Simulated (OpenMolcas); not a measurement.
CH4FOSi: excited-state calculation (part 3 of 3)

CH4FOSi, multiplicity 2, SMILES CO[SiH]F; MC-PDFT (ftBLYP)/ANO-RCC-VDZ, DKH2 (OpenMolcas 26.06). The geometry comes from this level: GFN2-xTB.

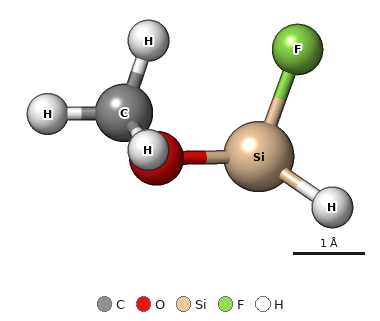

**Figure 1.** The input geometry (ball-and-stick view, seen at a tilt).

### Output, continued
```
++    Natural Bond Order analysis
      ---------------------------
      Based on LoProp computed density
      -------------------------------------------------------------------------------------
      Atom A       Atom B       Bond Order
      -------------------------------------------------------------------------------------
      NBO located      0.998 non-bonded electrons on atom C1
      NBO located      0.997 non-bonded electrons on atom O2
      NBO located      0.964 non-bonded electrons on atom O2
      NBO located      0.983 non-bonded electrons on atom SI3
      NBO located      1.000 non-bonded electrons on atom SI3
      NBO located      0.998 non-bonded electrons on atom SI3
      NBO located      0.995 non-bonded electrons on atom SI3
      NBO located      0.996 non-bonded electrons on atom SI3
      NBO located      0.998 non-bonded electrons on atom F4
      NBO located      0.996 non-bonded electrons on atom F4
      NBO located      0.951 non-bonded electrons on atom F4
      NBO located      0.972 non-bonded electrons on atom F4
      The remaining    8.800 electrons are to be considered as diffuse
--

--

      Von Neumann Entropy (Root   5) =  0.91429

      Mulliken population analysis for root number:  5
      -----------------------------------------------

++    Molecular charges:
      ------------------

      Mulliken charges per centre
      ---------------------------

                C1      O2      SI3     F4      H5      H6      H7      H8
      Total    5.8771  8.6408 13.0668  9.5670  0.9039  0.8583  0.8953  1.1908

      N-E      0.1229 -0.6408  0.9332 -0.5670  0.0961  0.1417  0.1047 -0.1908

      Total electronic charge=   41.000000

      Total            charge=   -0.000000
--

      Expectation values of various properties for root number:  5
      -----------------------------------------------------------

++    Molecular properties:
      ---------------------

      Charge (e):
                      =   -0.0000
      Dipole Moment (debye):
      Origin of the operator (angstrom)=    0.1511   -0.7905   -0.2229
                   X= -3.5788E+00               Y= -3.0482E-01               Z=  1.7825E+00           Total=  4.0097E+00
      Quadrupole Moment (debye*angstrom):
      Origin of the operator (angstrom)=    0.1511   -0.7905   -0.2229
                  XX= -4.0496E+01              XY=  4.6893E+00              XZ= -1.5355E-01              YY= -2.4755E+01
                  YZ=  1.0729E+00              ZZ= -3.4539E+01
      In traceless form (debye*angstrom)
                  XX= -1.0849E+01              XY=  7.0339E+00              XZ= -2.3033E-01              YY=  1.2763E+01
                  YZ=  1.6094E+00              ZZ= -1.9140E+00
--

      Mulliken spin population analysis for root number:  5
      ---------------------------------------------------

++    Molecular charges:
      ------------------

      Mulliken spin population per centre
      ---------------------------

                C1      O2      SI3     F4      H5      H6      H7      H8
      Total   -0.0424 -0.1430  1.1009 -0.0431  0.0228 -0.0028  0.0142  0.0933

      Total electronic spin=    1.000000
--

      LoProp population analysis for root number:  5
      -----------------------------------------------

++    LoProp analysis:
      ----------------

++    Static properties:
      ------------------

      LoProp Charges per center

                   C1       O2       SI3      F4       H5       H6       H7       H8
      Nuclear      6.0000   8.0000  14.0000   9.0000   1.0000   1.0000   1.0000   1.0000
      Electronic  -6.0906  -8.5337 -13.0877  -9.5873  -0.8769  -0.8838  -0.8839  -1.0563

      Total       -0.0906  -0.5337   0.9123  -0.5873   0.1231   0.1162   0.1161  -0.0563
--

      Natural Bond Order analysis for root number:  5

++    Natural Bond Order analysis
      ---------------------------
      Based on LoProp computed density
      -------------------------------------------------------------------------------------
      Atom A       Atom B       Bond Order
      -------------------------------------------------------------------------------------
      NBO located      0.996 non-bonded electrons on atom C1
      NBO located      0.996 non-bonded electrons on atom O2
      NBO located      0.924 non-bonded electrons on atom O2
      NBO located      0.987 non-bonded electrons on atom SI3
      NBO located      1.000 non-bonded electrons on atom SI3
      NBO located      0.994 non-bonded electrons on atom SI3
      NBO located      0.997 non-bonded electrons on atom SI3
      NBO located      0.997 non-bonded electrons on atom SI3
      NBO located      0.946 non-bonded electrons on atom F4
      NBO located      0.999 non-bonded electrons on atom F4
      NBO located      0.993 non-bonded electrons on atom F4
      NBO located      0.969 non-bonded electrons on atom F4
      The remaining    8.505 electrons are to be considered as diffuse
--

--

      Average orbitals are written to the RASORB file
      Natural orbitals for root   1 are written to the RASORB.1 file
      Natural orbitals for root   2 are written to the RASORB.2 file
      Natural orbitals for root   3 are written to the RASORB.3 file
      Natural orbitals for root   4 are written to the RASORB.4 file
      Natural orbitals for root   5 are written to the RASORB.5 file
      Spin density orbitals for root   1 are written to the SPDORB.1 file
      Spin density orbitals for root   2 are written to the SPDORB.2 file
      Spin density orbitals for root   3 are written to the SPDORB.3 file
      Spin density orbitals for root   4 are written to the SPDORB.4 file
      Spin density orbitals for root   5 are written to the SPDORB.5 file

--- Stop Module: rasscf /rc=_RC_ALL_IS_WELL_ ---
           step3.RasOrb step3.RasOrb.1 step3.RasOrb.2 step3.RasOrb.3 step3.RasOrb.4 step3.RasOrb.5 step3.rasscf.h5 step3.SpdOrb.1 step3.SpdOrb.2 step3.SpdOrb.3 step3.SpdOrb.4
           step3.SpdOrb.5 xmldump
--- Module rasscf spent 1 second ---

--- Start Module: mcpdft ---

                                              &MCPDFT

                       available to each process: 1.9 GB of memory, 1 thread

 ###############################################################################
 ###    WARNING: Deprecation warning: KSDF should be replaced                ###
 ###    with FUNC keyword                                                    ###
 ###############################################################################

++    Wave function specifications:
      -----------------------------

      Number of closed shell electrons          36
      Number of electrons in active shells       5
      Max number of holes in RAS1 space          0
      Max nr of electrons in RAS3 space          0
      Number of inactive orbitals               18
      Number of active orbitals                  5
      Number of secondary orbitals              25
      Spin quantum number                      0.5
      State symmetry                             1
      Number of CSFs                            75
      Number of RASSCF root(s) available         5
--

++    Orbital specifications:
      -----------------------

      Symmetry species                           1
                                                 a
      Frozen orbitals                            0
      Inactive orbitals                         18
      Active orbitals                            5
      RAS1 orbitals                              0
      RAS2 orbitals                              5
      RAS3 orbitals                              0
      Secondary orbitals                        25
      Deleted orbitals                           0
      Number of basis functions                 48
--

++    MCPDFT specifications:
      ----------------------

      Cholesky decomposition                     Off
      Type of calculation                        MC-PDFT
      On-Top Functional                          FT:BLYP
      Exchange scaling factor                    1.00
      Correlation scaling factor                 1.00
      Wave function energy weight                0.00
--

      Numerical integration parameters
      --------------------------------
      Radial quadrature type:                         MHL
      Size of radial grid:                            75
      Lebedev angular grid:                           29
      Angular grid pruned with the crowding factor:  3.00E+00
                                 and fading factor:  6.00E+00
      Screening threshold for integral computation:   1.00E-11
      Radial quadrature accuracy:                     1.00E-25
      Maximum batch size:                             128
      AO values are stored on disk

++    DFT functional specifications:
      ------------------------------
      Using Libxc version: 6.2.2
      Please cite the following reference:
      S. Lehtola, C. Steigemann, M. J.T. Oliveira, and M. A.L. Marques.,  SoftwareX 7, 1–5 (2018) doi:10.1016/j.softx.2017.11.002

      * Becke 88
        - A. D. Becke.,  Phys. Rev. A 38, 3098 (1988) doi:10.1103/PhysRevA.38.3098
      * Lee, Yang & Parr
        - C. Lee, W. Yang, and R. G. Parr.,  Phys. Rev. B 37, 785 (1988) doi:10.1103/PhysRevB.37.785
        - B. Miehlich, A. Savin, H. Stoll, and H. Preuss.,  Chem. Phys. Lett. 157, 200 (1989) doi:10.1016/0009-2614(89)87234-3
--
   File JOBOLD not found -- use JOBIPH.
      The MO-coefficients are taken from the file:
      JOBIPH
 Reference MC-SCF energies taken from JOBIPH

++    MC-PDFT RESULTS, STATE 0001
      ---------------------------

      MCSCF reference energy                                             -504.15819075

      Integrated total density:                                                 41.000
      Integrated alpha density before functional transformation:                21.000
      Integrated  beta density before functional transformation:                20.000
      Integrated alpha density  after functional transformation:                23.503
      Integrated  beta density  after functional transformation:                17.497
      Integrated alpha tau     before functional transformation:                 0.000
      Integrated  beta tau     before functional transformation:                 0.000
      Integrated alpha tau      after functional transformation:                 0.000
      Integrated  beta tau      after functional transformation:                 0.000
      NOTE:
      Densities after transformation are intermediate quantities
      and should not be interpreted as real spin densities

      Exchange energy scaling factor                                          1.000000
      Correlation energy scaling factor                                       1.000000

      Integrated alpha exchange energy                                      -26.849042
      Integrated beta  exchange energy                                      -18.947083
      Integrated  correlation   energy                                       -1.494979

      Nuclear Repulsion energy                                            172.61620556
      CASSCF contribution energy                                         -458.61702057
      On-top energy                                                       -47.29110445

      Total MCPDFT energy for state   1                                  -505.90812502
--

++    MC-PDFT RESULTS, STATE 0002
      ---------------------------

      MCSCF reference energy                                             -503.96911325

      Integrated total density:                                                 41.000
      Integrated alpha density before functional transformation:                21.000
      Integrated  beta density before functional transformation:                20.000
      Integrated alpha density  after functional transformation:                23.516
      Integrated  beta density  after functional transformation:                17.484
      Integrated alpha tau     before functional transformation:                 0.000
      Integrated  beta tau     before functional transformation:                 0.000
      Integrated alpha tau      after functional transformation:                 0.000
      Integrated  beta tau      after functional transformation:                 0.000
      NOTE:
      Densities after transformation are intermediate quantities
      and should not be interpreted as real spin densities

      Exchange energy scaling factor                                          1.000000
      Correlation energy scaling factor                                       1.000000

      Integrated alpha exchange energy                                      -26.796582
      Integrated beta  exchange energy                                      -18.795110
      Integrated  correlation   energy                                       -1.489166

      Nuclear Repulsion energy                                            172.61620556
      CASSCF contribution energy                                         -458.63311703
      On-top energy                                                       -47.08085831

      Total MCPDFT energy for state   2                                  -505.71397535
--

++    MC-PDFT RESULTS, STATE 0003
      ---------------------------

      MCSCF reference energy                                             -503.95095233

      Integrated total density:                                                 41.000
      Integrated alpha density before functional transformation:                21.000
      Integrated  beta density before functional transformation:                20.000
      Integrated alpha density  after functional transformation:                23.514
      Integrated  beta density  after functional transformation:                17.486
      Integrated alpha tau     before functional transformation:                 0.000
      Integrated  beta tau     before functional transformation:                 0.000
      Integrated alpha tau      after functional transformation:                 0.000
      Integrated  beta tau      after functional transformation:                 0.000
      NOTE:
      Densities after transformation are intermediate quantities
      and should not be interpreted as real spin densities

      Exchange energy scaling factor                                          1.000000
      Correlation energy scaling factor                                       1.000000

      Integrated alpha exchange energy                                      -26.792563
      Integrated beta  exchange energy                                      -18.797023
      Integrated  correlation   energy                                       -1.488879

      Nuclear Repulsion energy                                            172.61620556
      CASSCF contribution energy                                         -458.61682569
      On-top energy                                                       -47.07846604

      Total MCPDFT energy for state   3                                  -505.69529173
--

++    MC-PDFT RESULTS, STATE 0004
      ---------------------------

      MCSCF reference energy                                             -503.92398025

      Integrated total density:                                                 41.000
      Integrated alpha density before functional transformation:                21.000
      Integrated  beta density before functional transformation:                20.000
      Integrated alpha density  after functional transformation:                23.509
      Integrated  beta density  after functional transformation:                17.491
      Integrated alpha tau     before functional transformation:                 0.000
      Integrated  beta tau     before functional transformation:                 0.000
      Integrated alpha tau      after functional transformation:                 0.000
      Integrated  beta tau      after functional transformation:                 0.000
      NOTE:
      Densities after transformation are intermediate quantities
      and should not be interpreted as real spin densities

      Exchange energy scaling factor                                          1.000000
      Correlation energy scaling factor                                       1.000000

      Integrated alpha exchange energy                                      -26.769240
      Integrated beta  exchange energy                                      -18.905119
      Integrated  correlation   energy                                       -1.493832

      Nuclear Repulsion energy                                            172.61620556
      CASSCF contribution energy                                         -458.54458425
      On-top energy                                                       -47.16819086

      Total MCPDFT energy for state   4                                  -505.71277510
--

++    MC-PDFT RESULTS, STATE 0005
      ---------------------------

      MCSCF reference energy                                             -503.89450802

      Integrated total density:                                                 41.000
      Integrated alpha density before functional transformation:                21.000
      Integrated  beta density before functional transformation:                20.000
      Integrated alpha density  after functional transformation:                23.568
      Integrated  beta density  after functional transformation:                17.432
      Integrated alpha tau     before functional transformation:                 0.000
      Integrated  beta tau     before functional transformation:                 0.000
      Integrated alpha tau      after functional transformation:                 0.000
      Integrated  beta tau      after functional transformation:                 0.000
      NOTE:
      Densities after transformation are intermediate quantities
      and should not be interpreted as real spin densities

      Exchange energy scaling factor                                          1.000000
      Correlation energy scaling factor                                       1.000000

      Integrated alpha exchange energy                                      -26.771156
      Integrated beta  exchange energy                                      -18.877624
      Integrated  correlation   energy                                       -1.492847

      Nuclear Repulsion energy                                            172.61620556
      CASSCF contribution energy                                         -458.54357776
      On-top energy                                                       -47.14162713

      Total MCPDFT energy for state   5                                  -505.68520489
--

::    MCPDFT root number  1 Total energy:   -505.90812502
::    MCPDFT root number  2 Total energy:   -505.71397535
::    MCPDFT root number  3 Total energy:   -505.69529173
::    MCPDFT root number  4 Total energy:   -505.71277510
::    MCPDFT root number  5 Total energy:   -505.68520489

--- Stop Module: mcpdft /rc=_RC_ALL_IS_WELL_ ---
--- Module mcpdft spent 1 second ---

.##################.
.# Happy landing! #.
.##################.

    Timing: Wall=4.91 User=4.06 System=0.80
```

This output came from the following input.

### The input
```
* CH4FOSi MC-PDFT
>>> EXPORT MOLCAS_PRINT=2

&GATEWAY
 COORD=coord.xyz
 BASIS=ANO-RCC-VDZ
 GROUP=NoSym

&SEWARD

&RASSCF
 FILEORB=$CurrDir/step2.RasOrb
 SPIN=2
 NACTEL=5 0 0
 INACTIVE=18
 RAS2=5
 CIROOT=5 5 1
 ORBLISTING=Nothing
 ORBAPPEAR=Compact

&MCPDFT
 KSDFT=FT:BLYP
```

### File coord.xyz
```
8

C     -0.205070     1.106260    -0.148200
O     -0.688210    -0.172580    -0.493020
Si    -0.102540    -1.625600    -0.127960
F      1.515710    -1.566380    -0.285820
H     -0.684010     1.829070    -0.807850
H      0.877650     1.160530    -0.269920
H     -0.461460     1.334190     0.888470
H     -0.252060    -2.065480     1.244310
```

Run as:
```bash
export MOLCAS_MEM=1860
pymolcas step3.inp > step3.log
```

### Key numbers

| quantity | value |
| --- | --- |
| outcome | converged |
| total energy | −505.908125 hartree |
| basis functions | 48 |
| dipole moment | 2.11 debye |
| hardware | 1 thread of Intel Xeon (Granite Rapids), 64 GiB of memory available, shared host |
| wall time | 5.1 s |
| peak memory | 0.38 GiB |
